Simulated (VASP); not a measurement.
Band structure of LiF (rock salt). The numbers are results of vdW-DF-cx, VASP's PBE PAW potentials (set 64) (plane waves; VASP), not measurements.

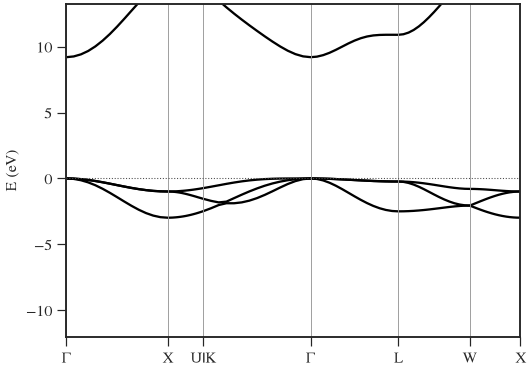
Fig. 1. Bands along high-symmetry lines, zero at the valence-band maximum or, without a gap, the Fermi level

**Question.** Read the plot: is there a gap, and where are the band edges?

**Answer.** The gap is direct, 9.20 eV, from the valence maximum at Γ to the conduction minimum at Γ. (Edges off the drawn lines would not show.)

Measured: gap 15.35 eV (computed value off by -6.15 eV), as given by Wei Chen et al., Physical Review Materials (2018), doi:10.1103/physrevmaterials.2.073803 [zero-point renormalisation of 1.15 eV added back (the table's ZPR column)].

The compound is LiF in the rock salt structure. It was relaxed first.
